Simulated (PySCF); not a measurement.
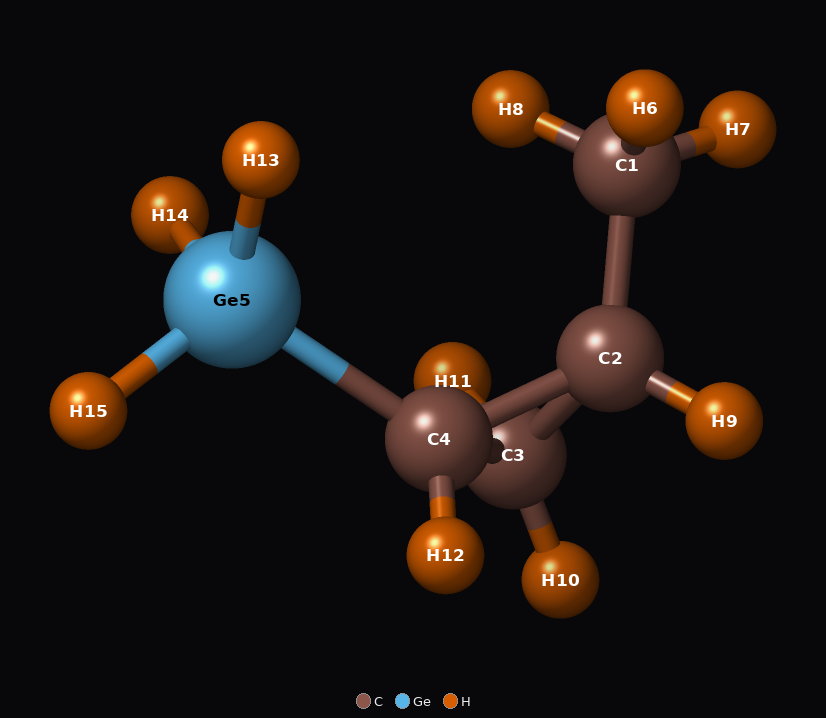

The computed structure is the end point of a GFN2-xTB optimisation. No frequency run is at hand to confirm it as a minimum. Electric field gradients from the ground-state density, B3LYP/pcJ-1 (pcSseg-1 on Ge) (PySCF 2.14.0), non-relativistic apart from any core potentials.

Give the largest field-gradient component, the quadrupole coupling constant and the asymmetry for 73Ge at Ge5 (Q = −196 mb), 2H at H6 (Q = 2.86 mb), 2H at H7 (Q = 2.86 mb), 2H at H8 (Q = 2.86 mb), 2H at H9 (Q = 2.86 mb).

```json
{"atom": "Ge5", "V_zz (a.u.)": "0.180", "e²qQ/h (MHz)": "−8.30", "η": "0.22"}
{"atom": "H6", "V_zz (a.u.)": "0.301", "e²qQ/h (MHz)": "0.202", "η": "0.02"}
{"atom": "H7", "V_zz (a.u.)": "0.302", "e²qQ/h (MHz)": "0.203", "η": "0.02"}
{"atom": "H8", "V_zz (a.u.)": "0.298", "e²qQ/h (MHz)": "0.200", "η": "0.05"}
{"atom": "H9", "V_zz (a.u.)": "0.306", "e²qQ/h (MHz)": "0.206", "η": "0.09"}
```

The geometry is semi-empirical. Around Ge such bond lengths and angles can be off by a tenth of an ångström or more and by several degrees, and values that hang on the shape move with them.
